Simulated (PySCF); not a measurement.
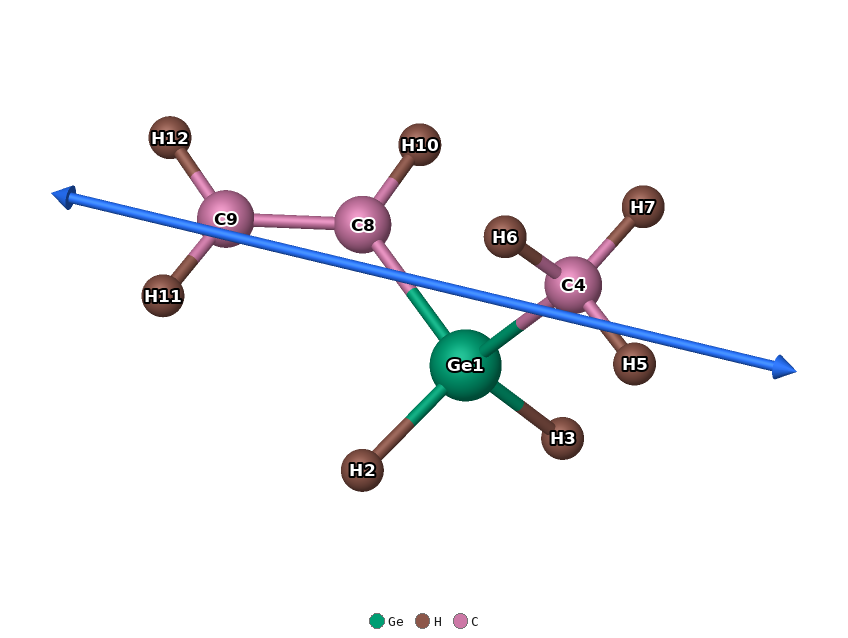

The double arrow shows the direction of the transition dipole to excited singlet state 2 (its length means nothing). The computed structure is the end point of a PBE0-D3(BJ)/def2-SVP optimisation. No frequency run is at hand to confirm it as a minimum. Method: TDDFT B3LYP/def2-SVPD, vertical, gas phase, core orbitals frozen in the response (PySCF 2.14.0).

**How is the transition polarised?**

Close to the long direction C4···C9.

**Give its energy, strength and character.**

6.83 eV (182 nm), oscillator strength 0.32, mainly HOMO → LUMO (weight 0.79); transition dipole 3.52 D.
